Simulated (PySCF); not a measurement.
CHF3S (SMILES FC(F)(F)S)

The calculation's input:

```
{"job": {"xc": "PBE0", "basis": "pcSseg-1", "kind": "nmr", "pop": true}, "charge": 0, "multiplicity": 1}
F     -1.380076    -0.361723    -0.904478
C     -0.439308    -0.036062    -0.033140
F     -0.554349    -0.843164     1.022596
F     -0.685643     1.201232     0.400063
S      1.211234    -0.166047    -0.807289
H      1.851264     0.207755     0.300673
```

Command:

```sh
OMP_NUM_THREADS=1 python ens_run.py task.json out
```

Geometry: GFN2-xTB.

These are results of PySCF 2.14.0, PBE0/pcSseg-1, SCF density, gas phase, non-relativistic, not measurements.

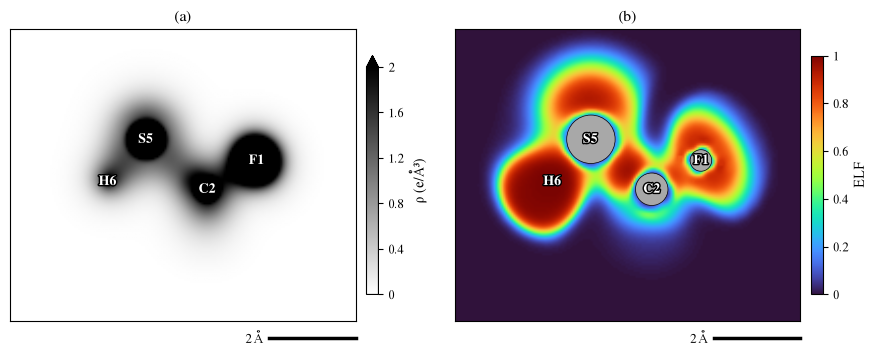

Figure 1. (a) electron density; (b) ELF on the plane of atoms F1, C2 and S5. Grey discs cover the atomic cores in the ELF map.

### What do the fields say about this system?

The section cuts through F, C, S and H sites. C–F (1.32 Å): the density is about 2.5 e/Å³ at the midpoint; the ELF peaks at about 0.85 between the atoms: a polar covalent bond. C–S (1.83 Å): the density is about 1.3 e/Å³ at the midpoint; the ELF peaks at about 0.95 between the atoms: localised, covalent bonding. S–H (1.33 Å): ρ is about 1.5 e/Å³ halfway; the ELF climbs to about 1 towards the hydrogen, as it does in any bond to H. The ELF also peaks beside F1 and S5, away from the bonds: lone-pair regions.

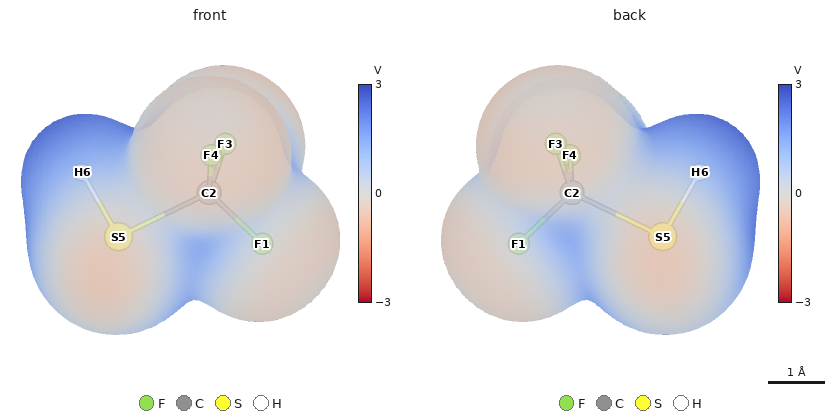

Figure 2. The electrostatic potential painted on the density surface at 0.004 e/bohr³, seen from the front and from behind; the colour scale runs from red (negative) to blue (positive).

### Where is the surface potential most negative and most positive?

The most negative region (about −0.5 V) lies over S5, the most positive (about +2.4 V) over H6.

### What dipole moment does the calculation give?

Its dipole moment is 1.47 D.
